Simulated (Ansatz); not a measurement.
```
atom    x (Å)    y (Å)    z (Å)
   B  -0.0045   0.2489  -0.0075
   H  -0.0050   0.4129   1.1864
   H   1.0464   0.2529  -0.6090
   H  -1.0592   0.1997  -0.6001
   F   0.0743  -2.0991   0.8765
   H   0.0539  -1.4179   1.5141
```

Not at a stationary point (largest force 0.5 eV/Å).

The calculation used Ansatz 0.2.0, RKS PBE/def2-SVP.

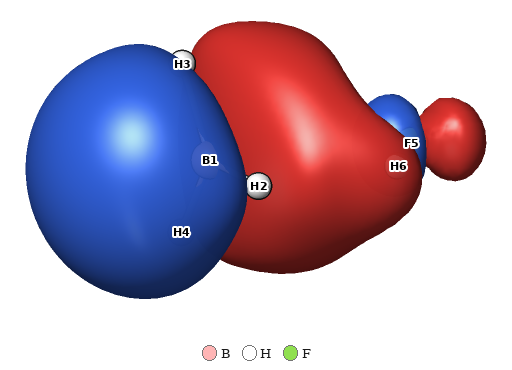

BH3···HF. The LUMO at ±0.08 Å⁻³ᐟ² (blue and red are the two phases), seen at a tilt.

**What is the character of this orbital?**

By Hirshfeld shares it lies mainly on B1 (about 70 %), F5 (about 10 %), H2 (about 5 %), H3 (about 5 %) and H4 (about 5 %). Its energy is −2.74 eV.
